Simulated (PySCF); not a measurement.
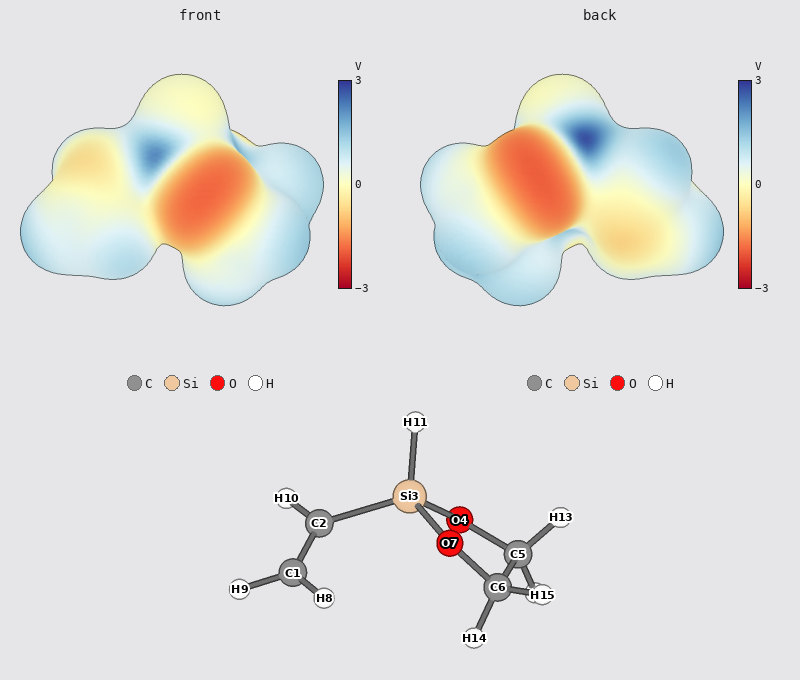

C4H8O2Si. The electrostatic potential painted on the density surface at 0.004 e/bohr³, seen from the front and from behind; the colour scale runs from red (negative) to blue (positive). The bare structure is drawn below in the same view.

Geometry: PBE0-D3(BJ)/def2-SVP.

Theory: wB97X-D/pcSseg-1, SCF density, in a chloroform solvent model, non-relativistic in PySCF.

```xyz
15

C     2.5185    0.6716   -0.0333
C     1.9907   -0.5147    0.2936
Si    0.2210   -0.6385    0.8278
O    -0.7508   -1.4136   -0.3017
C    -1.8820   -0.6092   -0.5689
C    -1.4763    0.8490   -0.3148
O    -0.5525    0.8508    0.7576
H     1.9161    1.5869    0.0001
H     3.5642    0.7829   -0.3413
H     2.6280   -1.4080    0.2621
H     0.0942   -1.2398    2.1831
H    -2.2081   -0.7631   -1.6096
H    -2.7181   -0.8994    0.0955
H    -1.0031    1.2800   -1.2170
H    -2.3462    1.4732   -0.0552
```

### Which sites attract a positive test charge, and which a negative one?

A positive charge is drawn to the negative regions and a negative charge to the positive ones. The most negative region (about −1.9 V) lies over O4 and O7, the most positive (about +2.3 V) over Si3.
